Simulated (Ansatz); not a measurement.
```xyz
7

Ge   -0.6633   -0.2309   -0.8754
Br    1.5144    1.1565    2.5733
H    -0.8805   -1.2595   -1.9881
H    -1.8018   -0.1969    0.1467
H    -0.2783    1.1547   -1.3990
H     1.3655    0.1831    1.5340
F     0.7441   -0.8070    0.0085
```

The product side of a reaction path; geometry: PBE0-D4/def2-TZVP; a saddle point, not a minimum.

Computed with Ansatz, RKS PBE0-D4/def2-TZVPP.

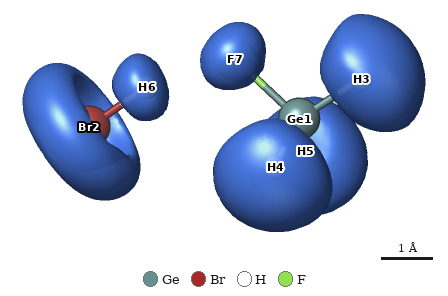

FGeH₃···HBr. Isosurface of the ELF at 0.8 (blue), seen at a tilt. Core shells and regions of very low density are left out.

Describe the localisation domains.

At this value the surface marks out four regions around hydrogen nuclei, one ring or bowl of non-bonding electrons around Br and one region wrapped around F (its valence shell). Along the contacts the grid gives the following. F7···H6 (1.92 Å): the ELF dips to about 0.05 between them. Ge–F (1.76 Å): the ELF peaks at about 0.80 in the valence shell of F, 0.5 Å from its nucleus, and is about 0.25 at the midpoint.
